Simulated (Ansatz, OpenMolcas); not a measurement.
# How methods differ on CH5BClNO (SMILES NB(Cl)CO)

CH5BClNO: 10 atoms, total charge 0, spin state singlet. SMILES: `NB(Cl)CO`. Geometry: relaxed at PBE0-D4/def2-TZVP. This is a higher conformer, about 10 kJ/mol above the lowest found by a separate search.

Each level gives the HOMO–LUMO gap (eV). The values are calculated.

```tsv
level	kind	program	value (eV)	CPU time
HF/6-31G* (spherical functions)	Hartree–Fock	Ansatz	16.10	2.3 s
BLYP/6-31G* (spherical functions)	GGA	OpenMolcas	5.09	46 s
B3LYP/6-31G* (spherical functions)	global hybrid	OpenMolcas	7.33	45 s
BHLYP/6-31G* (spherical functions)	global hybrid	Ansatz	10.67	6.7 s
PBE0/6-31G* (spherical functions)	global hybrid	Ansatz	7.82	6.6 s
B3LYP/6-31G* (Cartesian functions)	global hybrid	OpenMolcas	7.33	47 s
CAM-B3LYP/6-31G* (spherical functions)	range-separated hybrid	Ansatz	10.50	7.6 s
wB97M-V/6-31G* (spherical functions)	range-separated hybrid	Ansatz	12.42	70 s
```

The values span 5.09 to 16.10 eV. Orbital gaps aren't excitation energies; they tend to grow with the share of exact exchange. CPU times are rough (shared hosts, several kinds of processor and program).

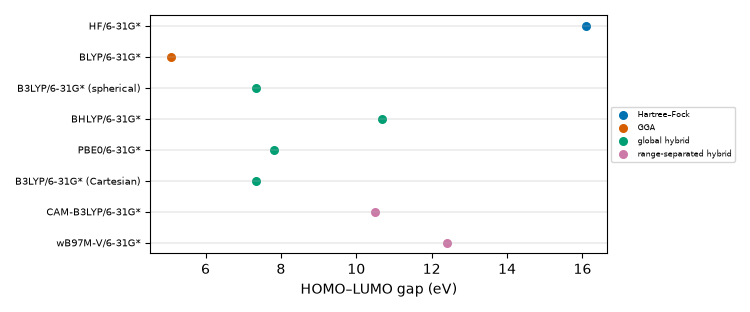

The values of the table, level by level.
